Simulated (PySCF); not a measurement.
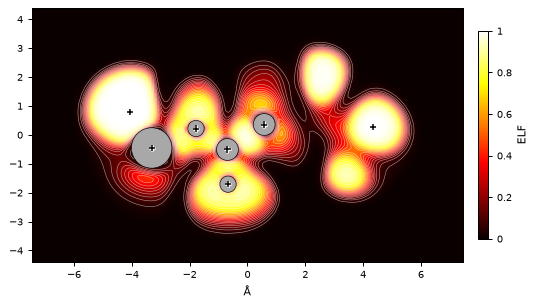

The ELF on a plane through atoms (crosses mark nuclei in the plane; grey discs cover the cores).

Method: PBE0/pcSseg-1, SCF density, gas phase, non-relativistic (PySCF).

Candidates:
A. C6H10O4Si (SMILES O=C(O[SiH3])C(=O)OC1CCC1)
B. C5H6F2O (SMILES C=C=CCOC(F)F)
C. C7H10PSi (SMILES C=Cc1cc([SiH3])c(C)[p-]1) (charge −1)

Question: Which candidate gave the map?

Answer: Candidate A: C6H10O4Si on the plane of atoms O3, Si4 and H14, which holds O, C, Si and H. C–O (1.20 Å): the ELF peaks at about 0.85 between the atoms: a multiple bond. C–C (1.54 Å): the ELF peaks at about 1 between the atoms (localised, covalent bonding).
